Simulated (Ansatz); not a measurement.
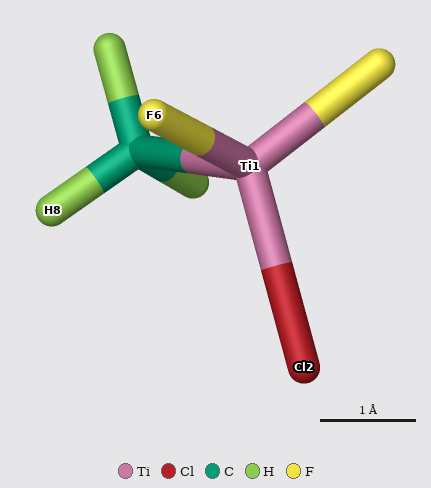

Figure 1. The starting structure (stick view, seen at a tilt; atoms are numbered from 1 in the order of the input). Sticks mark near contacts. Bond lengths as drawn: Cl–Ti 2.21 Å, C–H 1.11 Å, C–Ti 2.06 Å and F–Ti 1.75 Å.

## CH3ClF2Ti: nudged elastic band

The run: nudged elastic band of CH3ClF2Ti. Method and program: RKS BLYP-D4/def2-SVP (Ansatz 0.2.0).

It belongs to a series of runs on one base structure; here: band between the two ends. Figures and captions count atoms from 1; the log counts them from 0 in places.

### The program's output
```
Engine: ansatz 0.2.0, x86_64-unknown-linux-gnu
Functional definition: BLYP
  parameter beta = 0.0042
  parameter a = 0.04918
  parameter b = 0.132
  parameter c = 0.2533
  parameter d = 0.349
  exchange = b88_x(beta = beta)
  correlation = lyp_c(a = a, b = b, c = c, d = d)
1203 factors; their error is unknown
mean field evaluation 1: about -42138.5150 eV, gradient 7.8e1 eV
mean field evaluation 2: about -41790.2011 eV, gradient 4.2e2 eV
mean field evaluation 4: about -42142.1484 eV, gradient 6.8e1 eV
mean field evaluation 8: about -42151.5374 eV, gradient 5.9e-1 eV
mean field evaluation 16: about -42151.4906 eV, gradient 9.0e-4 eV
mean field -42151.49055645 eV, -1549.0387066430 hartree, gradient 2.7e-5 eV, S^2 0.000000; 0 other end points of the search recorded, 0 dependent functions left out
the calculation of the forces begins
reference -42151.49101770 eV, -1549.0387235936 hartree; 33, 33 occupied and 73, 73 virtual orbitals, 1203 factors
1203 factors; their error is unknown
mean field evaluation 32: about -42151.4904 eV, gradient 1.5e-2 eV
mean field -42151.49035360 eV, -1549.0386991886 hartree, gradient 2.7e-5 eV, S^2 0.000000; 0 other end points of the search recorded, 0 dependent functions left out
[... from here on the field's lines of each further geometry are left out, up to the last ...]
NEB iter   1: max|band force component| = 7.076e0 eV/Å  barrier→ = 2.9915 eV  barrier← = 2.9916 eV  Δτ_max = 0.1976 Å  (268 SCF iters)
NEB iter   2: max|band force component| = 2.642e0 eV/Å  barrier→ = 2.0464 eV  barrier← = 2.0465 eV  Δτ_max = 0.1968 Å  (193 SCF iters)
NEB iter   3: max|band force component| = 1.574e0 eV/Å  barrier→ = 1.1204 eV  barrier← = 1.1204 eV  Δτ_max = 0.2000 Å  (194 SCF iters)
NEB iter   4: max|band force component| = 2.104e0 eV/Å  barrier→ = 0.7789 eV  barrier← = 0.7789 eV  Δτ_max = 0.0994 Å  (179 SCF iters)
NEB iter   5: max|band force component| = 9.373e-1 eV/Å  barrier→ = 0.5214 eV  barrier← = 0.5215 eV  Δτ_max = 0.1920 Å  (168 SCF iters)
NEB iter   6: max|band force component| = 6.865e-1 eV/Å  barrier→ = 0.2882 eV  barrier← = 0.2883 eV  Δτ_max = 0.1970 Å  (171 SCF iters)
NEB iter   7: max|band force component| = 3.516e-1 eV/Å  barrier→ = 0.1350 eV  barrier← = 0.1351 eV  CI = image 3  Δτ_max = 0.1969 Å  (169 SCF iters)
NEB iter   8: max|band force component| = 2.273e-1 eV/Å  barrier→ = 0.0565 eV  barrier← = 0.0566 eV  CI = image 3  Δτ_max = 0.1039 Å  (166 SCF iters)
NEB iter   9: max|band force component| = 1.684e-1 eV/Å  barrier→ = 0.0419 eV  barrier← = 0.0420 eV  CI = image 3  Δτ_max = 0.0266 Å  (165 SCF iters)
NEB iter  10: max|band force component| = 8.571e-2 eV/Å  barrier→ = 0.0395 eV  barrier← = 0.0396 eV  CI = image 3  Δτ_max = 0.0185 Å  (146 SCF iters)
NEB iter  11: max|band force component| = 1.097e-1 eV/Å  barrier→ = 0.0396 eV  barrier← = 0.0397 eV  CI = image 3  Δτ_max = 0.0076 Å  (133 SCF iters)
the calculation of the forces begins
reference -42151.48123815 eV, -1549.0383642020 hartree; 33, 33 occupied and 73, 73 virtual orbitals, 1203 factors
1203 factors; their error is unknown
mean field evaluation 608: about -42151.4917 eV, gradient 2.0e0 eV
mean field -42151.45307917 eV, -1549.0373293785 hartree, gradient 1.9e-5 eV, S^2 0.000000; 1 other end points of the search recorded, 0 dependent functions left out
the calculation of the forces begins
reference -42151.45353843 eV, -1549.0373462558 hartree; 33, 33 occupied and 73, 73 virtual orbitals, 1203 factors
NEB iter  12: max|band force component| = 5.856e-3 eV/Å  barrier→ = 0.0390 eV  barrier← = 0.0390 eV  CI = image 3  Δτ_max = 0.0000 Å  (296 SCF iters)
```

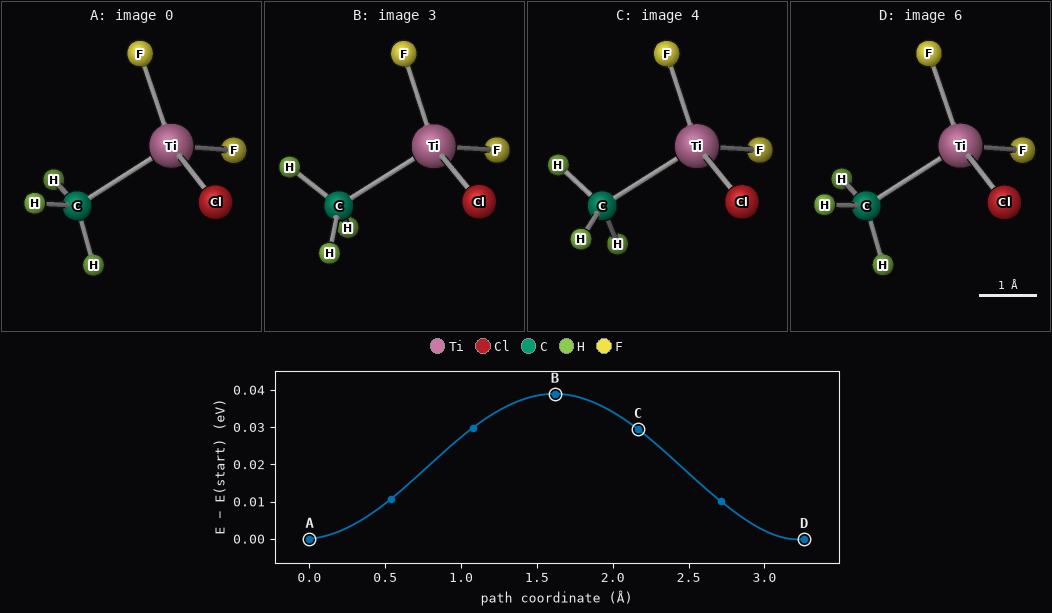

Figure 2. Images of the last band (counted from 0; ball-and-stick, seen at a tilt) above the energy along the path; the line is a cubic interpolation that uses the forces. The highest image is number 3, 0.039 eV above the start and 0.039 eV above the end (the climbing image); start and end have the same energy. The path is 3.26 Å long. The band converged in 12 iterations.

```
Total energy: -42151.81738363 eV, -1549.0507173203 hartree
Atom 0 at     0.093224     0.549960     0.785499 Å, force     0.000715     0.001341     0.001102 eV/Å
Atom 1 at     2.207946     0.319593     1.379974 Å, force    -0.002203    -0.000579    -0.001309 eV/Å
Atom 2 at    -0.208814    -0.602750    -0.906600 Å, force    -0.001324     0.004263     0.005003 eV/Å
Atom 3 at     0.741411    -1.105600    -1.178784 Å, force     0.001485    -0.002479    -0.002520 eV/Å
Atom 4 at    -0.293523     2.199341     0.335551 Å, force    -0.001844    -0.005736     0.004499 eV/Å
Atom 5 at    -1.009085    -0.061683     2.003394 Å, force     0.002041     0.005814    -0.003596 eV/Å
Atom 6 at    -0.540168     0.059720    -1.732855 Å, force     0.000605    -0.001217    -0.001611 eV/Å
Atom 7 at    -0.990893    -1.358479    -0.686177 Å, force     0.000525    -0.001408    -0.001569 eV/Å
Dipole moment:    -0.065586    -0.146303    -0.226352 e Å
this run last wrote the band of iteration 12 to [file]
```

### The last band as extended XYZ (Å, eV, eV/Å)
```
8
Properties=species:S:1:pos:R:3:forces:R:3 image=0 energy=-42151.85588
Ti    0.0880    0.5223    0.8111   -0.0066   0.0132   0.0163
Cl    2.0412   -0.1202    1.6143   -0.0013  -0.0042  -0.0078
C    -0.1950   -0.5403   -0.9301   -0.0003   0.0055   0.0059
H     0.6393   -0.3192   -1.6276    0.0052   0.0023  -0.0062
F     0.0593    2.2133    0.3495   -0.0010  -0.0099  -0.0005
F    -1.2541    0.0962    1.8554    0.0039   0.0026  -0.0099
H    -1.1616   -0.2280   -1.3798   -0.0010  -0.0005   0.0005
H    -0.2170   -1.6241   -0.6929    0.0011  -0.0090   0.0016
8
Properties=species:S:1:pos:R:3:forces:R:3 image=1 energy=-42151.84512
Ti    0.0845    0.5236    0.8100    0.0002   0.0009  -0.0004
Cl    2.1029    0.0128    1.5440   -0.0035  -0.0088   0.0045
C    -0.1944   -0.5513   -0.9277    0.0001   0.0004   0.0008
H     0.7531   -0.5587   -1.5052   -0.0023   0.0145  -0.0080
F    -0.0705    2.2115    0.3635    0.0084   0.0005  -0.0027
F    -1.1874    0.0125    1.9024   -0.0058   0.0067  -0.0033
H    -0.9969   -0.0617   -1.5191   -0.0129  -0.0081   0.0073
H    -0.4911   -1.5886   -0.6680    0.0158  -0.0062   0.0019
8
Properties=species:S:1:pos:R:3:forces:R:3 image=2 energy=-42151.82602
Ti    0.0855    0.5417    0.7940   -0.0005   0.0000  -0.0015
Cl    2.1520    0.1763    1.4814   -0.0017  -0.0078   0.0056
C    -0.1978   -0.5846   -0.9162   -0.0006   0.0006   0.0013
H     0.7903   -0.8500   -1.3445    0.0022   0.0125  -0.0091
F    -0.1810    2.2115    0.3327    0.0076   0.0009  -0.0021
F    -1.1121   -0.0097    1.9488   -0.0055   0.0067  -0.0030
H    -0.7781    0.0197   -1.6444   -0.0142  -0.0040   0.0049
H    -0.7586   -1.5048   -0.6519    0.0127  -0.0089   0.0039
8
Properties=species:S:1:pos:R:3:forces:R:3 image=3 energy=-42151.81692
Ti    0.0932    0.5500    0.7855    0.0007   0.0013   0.0011
Cl    2.2079    0.3196    1.3800   -0.0022  -0.0006  -0.0013
C    -0.2088   -0.6028   -0.9066   -0.0013   0.0043   0.0050
H     0.7414   -1.1056   -1.1788    0.0015  -0.0025  -0.0025
F    -0.2935    2.1993    0.3356   -0.0018  -0.0057   0.0045
F    -1.0091   -0.0617    2.0034    0.0020   0.0058  -0.0036
H    -0.5402    0.0597   -1.7329    0.0006  -0.0012  -0.0016
H    -0.9909   -1.3585   -0.6862    0.0005  -0.0014  -0.0016
8
Properties=species:S:1:pos:R:3:forces:R:3 image=4 energy=-42151.82639
Ti    0.0817    0.5324    0.8008   -0.0007  -0.0010  -0.0006
Cl    2.2140    0.3639    1.3497    0.0033   0.0076  -0.0054
C    -0.1964   -0.5825   -0.9176   -0.0001   0.0010   0.0007
H     0.6341   -1.3111   -1.0166   -0.0061  -0.0121   0.0083
F    -0.3796    2.1750    0.3997   -0.0084  -0.0018   0.0032
F    -0.9783   -0.1601    2.0128    0.0054  -0.0054   0.0025
H    -0.2104    0.1011   -1.7915    0.0159   0.0002  -0.0027
H    -1.1651   -1.1186   -0.8373   -0.0093   0.0114  -0.0060
8
Properties=species:S:1:pos:R:3:forces:R:3 image=5 energy=-42151.84580
Ti    0.0842    0.5219    0.8114   -0.0004  -0.0007   0.0004
Cl    2.2324    0.3713    1.2972    0.0023   0.0076  -0.0066
C    -0.2001   -0.5658   -0.9173    0.0000   0.0004   0.0005
H     0.4104   -1.4911   -0.8678   -0.0108  -0.0091   0.0083
F    -0.4173    2.1593    0.4380   -0.0086  -0.0019   0.0026
F    -0.9419   -0.2210    2.0228    0.0058  -0.0062   0.0019
H     0.1097    0.0496   -1.7873    0.0163  -0.0039   0.0005
H    -1.2773   -0.8241   -0.9971   -0.0046   0.0139  -0.0077
8
Properties=species:S:1:pos:R:3:forces:R:3 image=6 energy=-42151.85595
Ti    0.0767    0.4975    0.8297   -0.0041   0.0009   0.0009
Cl    2.2378    0.3945    1.2663    0.0033   0.0003   0.0006
C    -0.1934   -0.5385   -0.9292   -0.0038  -0.0094  -0.0158
H     0.1447   -1.5868   -0.7865   -0.0078   0.0217  -0.0050
F    -0.4854    2.1276    0.5141    0.0004  -0.0016   0.0008
F    -0.9070   -0.3262    2.0241    0.0007   0.0012  -0.0010
H     0.4011   -0.0509   -1.7307   -0.0132  -0.0119   0.0157
H    -1.2744   -0.5171   -1.1879    0.0245  -0.0013   0.0037
```

This output came from the following input.

### Input file
```yaml
crystal:
  periodic: [false, false, false]
  atoms:
    - { symbol: Ti, position_ang: [0.088015, 0.52228, 0.811089] }
    - { symbol: Cl, position_ang: [2.041204, -0.120153, 1.614304] }
    - { symbol: C, position_ang: [-0.194979, -0.540302, -0.930097] }
    - { symbol: H, position_ang: [0.63927, -0.319171, -1.627585] }
    - { symbol: F, position_ang: [0.05932, 2.213329, 0.349515] }
    - { symbol: F, position_ang: [-1.254097, 0.096214, 1.855407] }
    - { symbol: H, position_ang: [-1.161611, -0.228038, -1.379753] }
    - { symbol: H, position_ang: [-0.217024, -1.624058, -0.692878] }
basis:
  gaussian: { orbitals: def2-SVP }
hamiltonian:
  xc: blyp
  dispersion: d4
neb:
  order_check: false
  images: 5
  f_tol: 0.03
  max_iterations: 60
  final_atoms:
    - { symbol: Ti, position_ang: [0.07674484, 0.4974913, 0.82965764] }
    - { symbol: Cl, position_ang: [2.23778897, 0.3944727, 1.26630585] }
    - { symbol: C, position_ang: [-0.19343142, -0.53851429, -0.92921203] }
    - { symbol: H, position_ang: [0.14466578, -1.58677254, -0.78647853] }
    - { symbol: F, position_ang: [-0.48538136, 2.1276359, 0.51412595] }
    - { symbol: F, position_ang: [-0.90695231, -0.32617709, 2.02414451] }
    - { symbol: H, position_ang: [0.40106737, -0.05088508, -1.73065895] }
    - { symbol: H, position_ang: [-1.27440386, -0.5171499, -1.18788246] }
  initial_path:
    images:
      - { positions_ang: [[0.088015, 0.52228, 0.811089], [2.041204, -0.120153, 1.614304], [-0.194979, -0.540302, -0.930097], [0.63927, -0.319171, -1.627585], [0.05932, 2.213329, 0.349515], [-1.254097, 0.096214, 1.855407], [-1.161611, -0.228038, -1.379753], [-0.217024, -1.624058, -0.692878]] }
      - { positions_ang: [[-0.07978011, 0.59000782, 0.80828563], [2.12787746, -0.15602414, 1.30848684], [-0.23979486, -0.51826304, -0.88311018], [0.7611972, -0.42127455, -1.22943485], [-0.05553957, 2.24244999, 0.30147728], [-1.19351056, -0.00508577, 1.91924496], [-0.90194381, -0.16545853, -1.51690507], [-0.41840775, -1.56625077, -0.70804261]] }
      - { positions_ang: [[-0.24757522, 0.65773565, 0.80548225], [2.21455092, -0.19189529, 1.00266968], [-0.28461072, -0.49622408, -0.83612336], [0.8831244, -0.52337811, -0.8312847], [-0.17039914, 2.27157097, 0.25343957], [-1.13292412, -0.10638553, 1.98308291], [-0.64227662, -0.10287907, -1.65405714], [-0.6197915, -1.50844355, -0.72320721]] }
      - { positions_ang: [[-0.41537033, 0.72546347, 0.80267888], [2.30122437, -0.22776643, 0.69685252], [-0.32942658, -0.47418512, -0.78913654], [1.0050516, -0.62548166, -0.43313455], [-0.28525872, 2.30069196, 0.20540185], [-1.07233768, -0.2076853, 2.04692087], [-0.38260942, -0.0402996, -1.79120921], [-0.82117525, -1.45063632, -0.73837182]] }
      - { positions_ang: [[-0.25133194, 0.64947275, 0.8116718], [2.28007924, -0.02035339, 0.8866703], [-0.28409486, -0.49562818, -0.83582837], [0.71825633, -0.94591195, -0.55091588], [-0.35196627, 2.24300661, 0.30830989], [-1.01720922, -0.24718256, 2.03932875], [-0.12138383, -0.04382809, -1.77102579], [-0.97225145, -1.13947418, -0.8882087]] }
      - { positions_ang: [[-0.08729355, 0.57348203, 0.82066472], [2.2589341, 0.18705965, 1.07648807], [-0.23876314, -0.51707124, -0.8825202], [0.43146105, -1.26634225, -0.6686972], [-0.41867382, 2.18532126, 0.41121792], [-0.96208077, -0.28667983, 2.03173663], [0.13984177, -0.04735659, -1.75084237], [-1.12332766, -0.82831204, -1.03804558]] }
      - { positions_ang: [[0.07674484, 0.4974913, 0.82965764], [2.23778897, 0.3944727, 1.26630585], [-0.19343142, -0.53851429, -0.92921203], [0.14466578, -1.58677254, -0.78647853], [-0.48538136, 2.1276359, 0.51412595], [-0.90695231, -0.32617709, 2.02414451], [0.40106737, -0.05088508, -1.73065895], [-1.27440386, -0.5171499, -1.18788246]] }
```

Run as:
```bash
ansatz run input.yaml --threads 2 --pin off --max-ram 3072MiB --backend cpu --events-out ev --progress --plain --runs-dir out
```

### Key numbers

| quantity | value |
| --- | --- |
| outcome | converged |
| barrier, forward | 0.039 eV |
| barrier, backward | 0.039 eV |
| hardware | 2 threads of Intel Xeon (Sapphire Rapids), 16 GiB of memory available, shared host |
| wall time | 1.7 min (CPU time 3.2 min) |
| peak memory | 0.19 GiB |

The order of the saddle point was not checked.
